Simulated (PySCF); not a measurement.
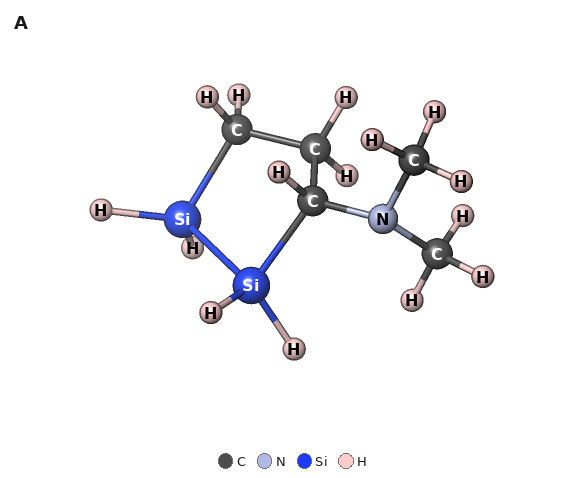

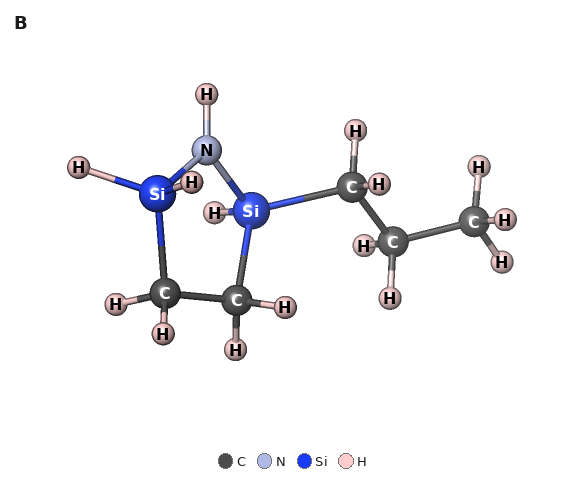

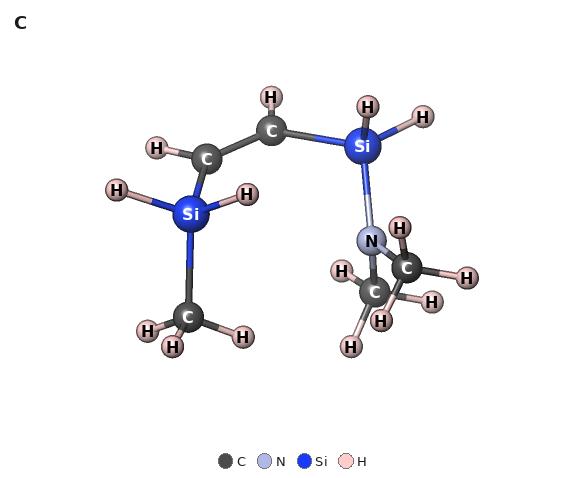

3 stationary structures of one formula. Geometries: PBE0-D3(BJ)/def2-SVP. Electronic energies: PBE0-D3(BJ)/def2-SVP (PySCF 2.14.0), without zero-point energy. No frequency run is at hand to confirm each as a minimum. Each is one conformer, not always the lowest.

**Are they conformers, stereoisomers or constitutional isomers?**

They are constitutional isomers of C5H15NSi2: A `CN(C)[C@H]1CC[SiH2][SiH2]1`, B `CCC[Si@H]1CC[SiH2]N1`, C `C[SiH2]/C=C\[SiH2]N(C)C`.

**Rank them by energy, lowest first.**

B is lowest; C lies 54.0 kcal/mol above it, A lies 56.3 kcal/mol above it.
